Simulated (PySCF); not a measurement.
# SiHBr (SMILES [SiH]Br) at B3LYP/STO-3G

What is the vertical ionisation energy of SiHBr at B3LYP/STO-3G? 

Program for the calculation: PySCF 2.14.0.

6 further runs of the same task are left out: 6 set aside as unsound or not needed.

## (1) The molecule

The species is SiHBr (3 atoms), meant as a singlet with charge 0. SMILES: `[SiH]Br`. Geometry: relaxed at PBE0-D4/def2-TZVP.

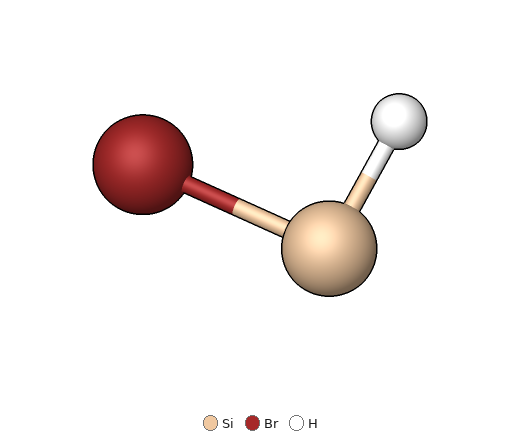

Viewed from a chosen angle; silicon light orange, bromine red, hydrogen white.

## (2) A single-point energy at B3LYP/STO-3G

File calc.py:

```python
from pyscf import gto, dft

mol = gto.M(
    atom='''
Si    -1.180512     0.986248    -0.559548
Br     2.533934     0.758725     1.476632
H     -1.374020    -1.867616    -0.942217
''',
    basis='sto-3g',
    charge=0,
    max_memory=1860,
    unit='bohr',
    verbose=3,
    spin=0,
)

mf = dft.RKS(mol, xc='b3lyp')
mf.grids.level = 5
mf.conv_tol = 1e-10
mf.kernel()
if not mf.converged:
    mf = mf.newton().run(mf.mo_coeff, mf.mo_occ)

e_tot = mf.e_tot
print('E = %.10f Eh' % e_tot)
```

On the command line:

```
OMP_NUM_THREADS=1 python calc.py
```

Standard output:

```text
converged SCF energy = -2832.69772534451
E = -2832.6977253445 Eh
```

Wall time 2.9 s (1 thread of Arm Neoverse V1, shared host); peak memory 0.21 GiB.

## (3) The doublet cation, same level

File start.xyz:

```xyz
3
BrHSi
Si    -0.624700     0.521900    -0.296100
Br     1.340900     0.401500     0.781400
H     -0.727100    -0.988300    -0.498600
```

File job.py:

```python
from pyscf import gto, dft

mol = gto.M(
    atom='start.xyz',
    max_memory=1860,
    basis='sto-3g',
    verbose=4,
    spin=1,
    charge=1,
)

ks = dft.UKS(mol)
ks.xc = 'b3lyp'
ks.conv_tol = 1e-10
ks.grids.level = 5
ks.kernel()
if not ks.converged:
    ks = ks.newton().run(ks.mo_coeff, ks.mo_occ)

etot = ks.e_tot
print(f'total energy: {etot:.8f} hartree')
```

On the command line:

```
OMP_NUM_THREADS=1 python job.py
```

Standard output:

```text
PySCF version 2.14.0

[INPUT] num. atoms = 3
[INPUT] num. electrons = 49
[INPUT] charge = 1
[INPUT] spin (= nelec alpha-beta = 2S) = 1
[INPUT] symmetry False subgroup None
[INPUT] Mole.unit = angstrom
[INPUT] Symbol           X                Y                Z      unit          X                Y                Z       unit  Magmom
[INPUT]  1 Si    -0.624700000000   0.521900000000  -0.296100000000 AA   -1.180511910016   0.986248064411  -0.559547905484 Bohr   0.0
[INPUT]  2 Br     1.340900000000   0.401500000000   0.781400000000 AA    2.533933760429   0.758725039013   1.476631993735 Bohr   0.0
[INPUT]  3 H     -0.727100000000  -0.988300000000  -0.498600000000 AA   -1.374019865171  -1.867616328908  -0.942217445708 Bohr   0.0

nuclear repulsion = 126.973584231117
number of shells = 14
number of NR pGTOs = 84
number of NR cGTOs = 28
basis = sto-3g
ecp = {}

[... 34 lines left out ...]
WARN: HOMO -0.305693390657522 >= LUMO -0.305693390657526
[... 50 lines left out ...]
converged SCF energy = -2832.44649286348  <S^2> = 0.75406255  2S+1 = 2.0040584
total energy: -2832.44649286 hartree
```

Wall time 5.7 s (1 thread of Arm Neoverse V1, shared host); peak memory 0.23 GiB.

## (4) What came out

Level: B3LYP/STO-3G.

```
                                          quantity           value
                       singlet SiHBr: total energy  -2832.69773 Eh
                      singlet SiHBr: dipole moment          1.65 D
                        singlet SiHBr: HOMO energy        -3.61 eV
                        singlet SiHBr: LUMO energy         0.61 eV
                      singlet SiHBr: HOMO–LUMO gap         4.21 eV
                      doublet cation: total energy  -2832.44649 Eh
doublet cation: HOMO energy (highest over α and β)       -12.64 eV
 doublet cation: LUMO energy (lowest over α and β)       -10.03 eV
                              doublet cation: ⟨S²⟩           0.754
vertical ionisation energy (to the doublet cation)        6.836 eV
```

What this shows: Removing an electron at fixed nuclei costs 6.84 eV (660 kJ/mol). The negative HOMO energy of the first species, 3.61 eV, lies 3.23 eV below that difference. In a minimal basis such a difference can be off by several eV, whatever the method. Mulliken charges (singlet SiHBr) run from -0.22 on Br2 to +0.40 on Si1.
